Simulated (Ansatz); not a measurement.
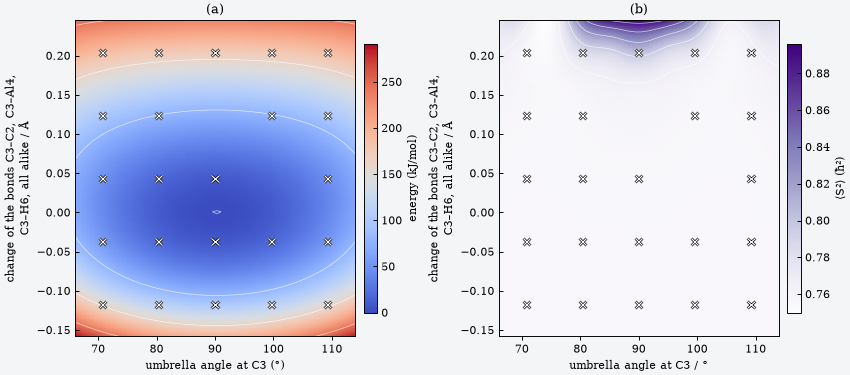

C₂H₃AlN, SMILES N=C=[CH][AlH], spin multiplicity 2. Coordinates scanned: (1) umbrella angle at C3 (between each of its bonds and their common axis; 90 is planar); (2) change of the bonds C3–C2, C3–Al4, C3–H6, all alike. Nothing is relaxed (all other coordinates rigid). The scan uses an 11 × 11 grid. At 23 points there is no value. Points are written as (first, second). Energies are in kJ/mol, from the lowest grid point. These are results of UHF/def2-TZVP (Ansatz 0.2.0), not measurements.

Panel (a) is the energy and panel (b) the computed ⟨S²⟩ on the same grid.

The picture shows a smooth colour map with a few white contour lines, crosses at grid points without a value. Between grid points the surface is interpolated.

Question: How does the ⟨S²⟩ vary over the map, and what is it at the lowest grid point?

Answer: Leaving out the highest fifth of the energies, it runs from 0.75 ħ² at (104.4°, −0.118 Å) to 0.79 ħ² at (85.2°, 0.204 Å). At the lowest grid point, (90.0°, 0.003 Å), it is 0.76 ħ².

| second ↓, first → | 66.0 | 70.8 | 75.6 | 80.4 | 85.2 | 90.0 | 94.8 | 99.6 | 104.4 | 109.2 | 114.0 |
| --- | --- | --- | --- | --- | --- | --- | --- | --- | --- | --- | --- |
| 0.245 | 0.77 | 0.77 | 0.76 | 0.85 | 0.89 | 0.90 | 0.88 | 0.83 | 0.77 | 0.78 | 0.78 |
| 0.204 | 0.76 | – | 0.76 | – | 0.79 | – | 0.78 | – | 0.76 | – | 0.77 |
| 0.164 | 0.76 | 0.76 | 0.76 | 0.76 | 0.76 | 0.76 | 0.76 | 0.76 | 0.76 | 0.76 | 0.76 |
| 0.124 | 0.76 | – | 0.76 | – | 0.76 | 0.76 | 0.76 | – | 0.76 | – | 0.76 |
| 0.083 | 0.76 | 0.76 | 0.76 | 0.76 | 0.76 | 0.76 | 0.76 | 0.76 | 0.76 | 0.76 | 0.76 |
| 0.043 | 0.76 | – | 0.76 | – | 0.76 | – | 0.76 | 0.76 | 0.76 | – | 0.76 |
| 0.003 | 0.76 | 0.75 | 0.76 | 0.76 | 0.76 | 0.76 | 0.76 | 0.76 | 0.75 | 0.76 | 0.76 |
| −0.037 | 0.76 | – | 0.75 | – | 0.76 | – | 0.76 | – | 0.75 | – | 0.76 |
| −0.078 | 0.75 | 0.75 | 0.75 | 0.75 | 0.75 | 0.75 | 0.75 | 0.75 | 0.75 | 0.75 | 0.75 |
| −0.118 | 0.75 | – | 0.75 | – | 0.75 | – | 0.75 | – | 0.75 | – | 0.75 |
| −0.158 | 0.75 | 0.75 | 0.75 | 0.75 | 0.75 | 0.75 | 0.75 | 0.75 | 0.75 | 0.75 | 0.75 |
